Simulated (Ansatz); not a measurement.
# A computed series for TiO2: response to strain

The reference is TiO$_{2}$ in the rutile structure (space group P4_2/mnm, No. 136; a = 4.591 Å, c = 2.939 Å). Axes: x, y, z lie along a, b, c of the conventional cell.

Strains are applied to the cell and any free atomic positions relax; under biaxial strain the out-of-plane vector relaxes too.

Computed with plane-wave PAW DFT at the PBEsol level (Ansatz, a program for electronic structure, 420 eV), scalar-relativistic without spin-orbit coupling.

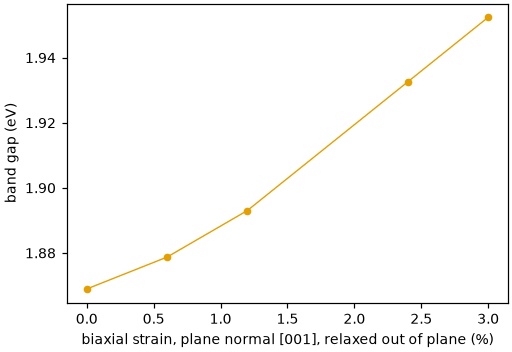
Figure: Band gap against biaxial strain, plane normal [001], relaxed out of plane

```tsv
biaxial strain, plane normal [001], relaxed out of plane (%)	band gap
0.6	1.88 eV
1.2	1.89 eV
2.4	1.93 eV
3	1.95 eV
```

Whether these cells are dynamically stable was not tested. All final runs are without spin polarisation.
